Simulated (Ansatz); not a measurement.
**BH3S (SMILES BS): levels of theory compared**

Wanted: a comparison of 6 runs (HF/STO-3G, B2PLYP/STO-3G, PBE/STO-3G, wB97M-V/STO-3G, CCSDTQ/STO-3G, CCSD(T)/STO-3G) of BH3S. 

The results are computed with Ansatz 0.2.0.

54 further runs of the same task are left out: 2 that didn't finish, 52 set aside as unsound or not needed.

## (1) The system as given

BH3S has 5 atoms, charge 0, and is taken as a singlet. As SMILES, `BS`. The S2–B1 distance was set to 4.412 Å, away from the relaxed value. At this shape a bond of the SMILES string is far longer than usual.

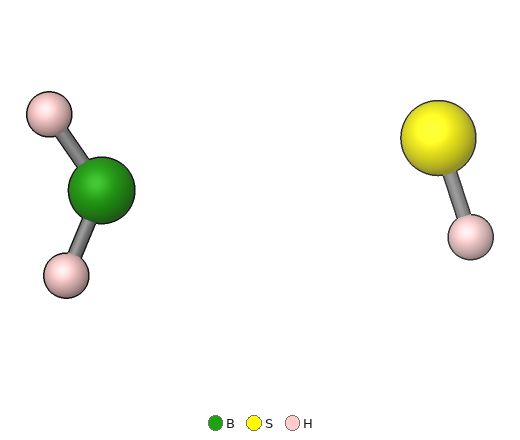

Viewed from a chosen angle; boron green, sulfur yellow, hydrogen pink.

## (2) A single-point energy at HF/STO-3G (run 1)

Contents of input.yaml:

```yaml
crystal:
  periodic: [false, false, false]
  atoms:
    - {symbol: B, position_ang: [-1.222802, -2.907857, 0.451701]}
    - {symbol: S, position_ang: [0.161700, 1.236900, -0.154300]}
    - {symbol: H, position_ang: [-2.393602, -3.043257, 0.627801]}
    - {symbol: H, position_ang: [-0.463602, -3.824457, 0.437801]}
    - {symbol: H, position_ang: [1.476100, 1.004400, -0.313600]}
basis:
  gaussian:
    orbitals: STO-3G
hamiltonian:
  xc: hf
accuracy: high
```

On the command line:

```
ansatz run input.yaml --threads 1 --pin off --max-ram 2610MiB --events-out events.jsonl --progress --plain --runs-dir runs
```

Log:

```text
Warning: RAYON_NUM_THREADS=1 ignored (pool sized by the plan → 1); use --threads N
Functional definition: HF
  name "HF"
  exchange = exact_x
  correlation = 0
251 factors; integrals over basis functions are off by at most 3.1e-8 eV
mean field evaluation 1: about -11392.8124 eV, gradient 2.1e1 eV
mean field evaluation 2: about -11392.8089 eV, gradient 2.1e1 eV
mean field evaluation 4: about -11394.0943 eV, gradient 1.5e1 eV
mean field evaluation 8: about -11390.3832 eV, gradient 1.7e1 eV
mean field evaluation 16: about -11398.9577 eV, gradient 3.9e-7 eV
mean field evaluation 32: about -11397.1348 eV, gradient 1.5e1 eV
mean field evaluation 64: about -11394.0937 eV, gradient 1.5e1 eV
mean field -11398.95766386 eV, -418.9039676560 hartree, gradient 3.0e-8 eV, S^2 0.000000; 3 other end points of the search recorded, 0 dependent functions left out
reference -11398.95766386 eV, -418.9039676560 hartree; 12, 12 occupied and 5, 5 virtual orbitals, 251 factors
Total energy: -11398.95766386 eV, -418.9039676560 hartree
```

Run time: 0.12 s. Hardware: 1 thread of Arm Neoverse V1, shared host.

## (3) A single-point energy at B2PLYP/STO-3G (run 2)

Contents of molecule.yaml:

```yaml
crystal:
  periodic: [false, false, false]
  atoms:
    - symbol: B
      position_ang: [-1.222802, -2.907857, 0.451701]
    - symbol: S
      position_ang: [0.161700, 1.236900, -0.154300]
    - symbol: H
      position_ang: [-2.393602, -3.043257, 0.627801]
    - symbol: H
      position_ang: [-0.463602, -3.824457, 0.437801]
    - symbol: H
      position_ang: [1.476100, 1.004400, -0.313600]
basis:
  gaussian: {orbitals: STO-3G}
hamiltonian: {xc: {name: B2PLYP}}
correlation: {frozen_orbitals: {B: 1, H: 0, S: 5}}
accuracy: high
```

On the command line:

```
ansatz run molecule.yaml --threads 1 --pin off --max-ram 2610MiB --events-out events.jsonl --progress --plain --runs-dir runs
```

Log, shortened:

```text
Warning: RAYON_NUM_THREADS=1 ignored (pool sized by the plan → 1); use --threads N
Functional definition: B2PLYP
  name "B2PLYP"
[...]
251 factors; integrals over basis functions are off by at most 3.1e-8 eV
[...]
mean field -11416.27678552 eV, -419.5404336375 hartree, gradient 1.6e-8 eV, S^2 0.000000; 2 other end points of the search recorded, 0 dependent functions left out; unrestricted orbitals would lower it
6 core orbitals not correlated: weight in the atoms' cores, before any rotation towards them, 1.000 or more for the frozen orbitals, at most 0.000 for the correlated occupied ones
reference -11416.27680584 eV, -419.5404343841 hartree; 6, 6 occupied and 5, 5 virtual orbitals, 251 factors
second order -10.59468863 eV of doubles, -0.00000000 eV of singles
Total energy: -11419.13737177 eV, -419.6455582431 hartree
```

Run time: 1.4 s. Hardware: 1 thread of Arm Neoverse V1, shared host.

## (4) The energy at PBE/STO-3G (run 3)

Contents of in.yaml:

```yaml
crystal:
  periodic: [false, false, false]
  atoms:
    - {symbol: B, position_ang: [-1.222802, -2.907857, 0.451701]}
    - {symbol: S, position_ang: [0.161700, 1.236900, -0.154300]}
    - {symbol: H, position_ang: [-2.393602, -3.043257, 0.627801]}
    - {symbol: H, position_ang: [-0.463602, -3.824457, 0.437801]}
    - {symbol: H, position_ang: [1.476100, 1.004400, -0.313600]}
basis:
  gaussian:
    orbitals: STO-3G
hamiltonian:
  xc: pbe
accuracy: high
```

On the command line:

```
ansatz run in.yaml --threads 1 --pin off --max-ram 2610MiB --events-out events.jsonl --progress --plain --runs-dir runs
```

Log:

```text
Warning: RAYON_NUM_THREADS=1 ignored (pool sized by the plan → 1); use --threads N
Functional definition: PBE
  name "PBE"
  parameter kappa = 0.804
  parameter beta = 0.06672455060314922
  exchange = pbe_x(kappa = kappa, mu = beta*pi^2/3)
  correlation = pbe_c(beta = beta)
251 factors; integrals over basis functions are off by at most 3.1e-8 eV
mean field evaluation 1: about -11408.4986 eV, gradient 1.9e1 eV
mean field evaluation 2: about -11306.8272 eV, gradient 7.4e1 eV
mean field evaluation 4: about -11408.4644 eV, gradient 1.8e1 eV
mean field evaluation 8: about -11417.8366 eV, gradient 7.3e-1 eV
mean field evaluation 16: about -11417.8019 eV, gradient 5.8e-9 eV
mean field evaluation 32: about -11417.7894 eV, gradient 2.3e-1 eV
mean field evaluation 64: about -11417.7993 eV, gradient 9.0e-2 eV
mean field -11417.80190278 eV, -419.5964806632 hartree, gradient 5.9e-9 eV, S^2 0.000000; 6 other end points of the search recorded, 0 dependent functions left out
reference -11417.80190489 eV, -419.5964807408 hartree; 12, 12 occupied and 5, 5 virtual orbitals, 251 factors
Total energy: -11417.80190489 eV, -419.5964807408 hartree
```

Run time: 1.7 s. Hardware: 1 thread of Arm Neoverse V1, shared host.

Runs 4 to 5 aren't shown in full; the table further down has their settings and results.

## (5) A single-point energy at CCSD(T)/STO-3G (run 6)

Contents of run.yaml:

```yaml
crystal:
  periodic: [false, false, false]
  atoms:
    - {symbol: B, position_ang: [-1.222802, -2.907857, 0.451701]}
    - {symbol: S, position_ang: [0.161700, 1.236900, -0.154300]}
    - {symbol: H, position_ang: [-2.393602, -3.043257, 0.627801]}
    - {symbol: H, position_ang: [-0.463602, -3.824457, 0.437801]}
    - {symbol: H, position_ang: [1.476100, 1.004400, -0.313600]}
basis:
  gaussian:
    orbitals: STO-3G
correlation:
  method: ccsd_t
  frozen_orbitals: {B: 1, H: 0, S: 5}
accuracy: high
scf:
  omitted_lower_state_checks: [cluster_reference, increment]
```

On the command line:

```
ansatz run run.yaml --threads 1 --pin off --max-ram 2610MiB --events-out events.jsonl --progress --plain --runs-dir runs
```

Log:

```text
Warning: RAYON_NUM_THREADS=1 ignored (pool sized by the plan → 1); use --threads N
[... 13 lines left out ...]
6 core orbitals not correlated: weight in the atoms' cores, before any rotation towards them, 1.000 or more for the frozen orbitals, at most 0.000 for the correlated occupied ones
[... 46 lines left out ...]
WARN: these amplitudes may be one of several solutions (largest doubles amplitude 0.97, level shift 13.95 eV)
Total energy: -11406.51925697 eV, -419.1818510774 hartree
Checks for a lower state left out: cluster_reference, increment
```

It took 0.18 s on 1 thread of Arm Neoverse V1, shared host.

## (6) All runs side by side

```csv
run,level,frozen core orbitals,energy (Eh),wall time
1,HF/STO-3G,–,-418.903968,0.12 s
2,B2PLYP/STO-3G,6,-419.645558,1.4 s
3,PBE/STO-3G,–,-419.596481,1.7 s
4,wB97M-V/STO-3G,–,-419.793875,13 s
5,CCSDTQ/STO-3G,6,-419.179183,5.1 s
6,CCSD(T)/STO-3G,6,-419.181851,0.18 s
```

## (7) What came out

| quantity | value |
| --- | --- |
| run 6: total energy | -419.18185 Eh |
| run 6: correlation energy (6 core orbitals frozen) | -277.9 mEh |
| run 6: (T) correction | -6.52 mEh |
| run 6: T1 diagnostic | 0.045 |

**Reading.** Below the HF energy at the same shape and in the same basis (STO-3G): CCSDTQ -275.2 mEh; CCSD(T) -277.9 mEh. Totals of different functionals can't be ranked against each other. In run 6 the T1 diagnostic is large, so a single reference may not serve. In runs 2, 5, 6 the log says that unrestricted orbitals would lower the reference, so the values rest on an unstable closed-shell determinant (other closed-shell runs at this shape may share the fault). In runs 1, 2, 3, 4, 5, 6 the basis is minimal, so the values are rough. All runs together took 22 s, the longest 13 s.
